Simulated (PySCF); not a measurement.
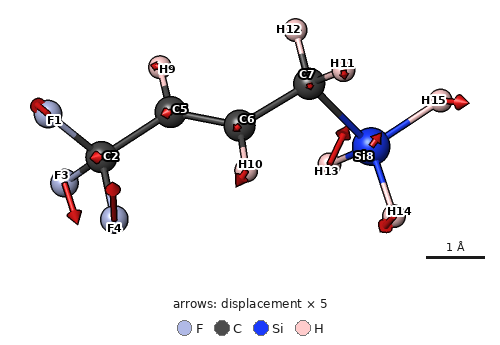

This is a relaxation of C$_{4}$H$_{7}$F$_{3}$Si. The starting structure is drawn; red arrows show the displacements, magnified 5 times. The two geometries are superimposed by the best rigid fit.

A ball-and-stick model, seen at a tilt.

The start comes from GFN2-xTB. Its atoms were then displaced at random by about 0.01 Å.

These are results of PySCF 2.14.0, density-fitted response routines, PBE0-D3(BJ)/def2-SVP geometry optimisation, gas phase, not measurements. 

Question: Describe the change and its energy.

Answer: After 10 geometry steps the energy has fallen by 3.63 kcal/mol. F4 moves most after the best rigid fit: 0.22 Å. Largest moves by element: F 0.22 Å, H 0.18 Å, Si 0.06 Å, C 0.06 Å. Among the contacts that change: Si8–H13 1.446 → 1.493 Å, F1–C2 1.380 → 1.340 Å, C5–H9 1.059 → 1.094 Å, Si8–H14 1.464 → 1.494 Å. Among the angles between lasting bonds that change: C7–Si8–H15 106.4° → 109.4°, F4–C2–C5 115.6° → 112.7°, C6–C7–Si8 109.6° → 112.2°. The run took 3 min on 1 thread of Arm Neoverse N1, with other jobs on the host.
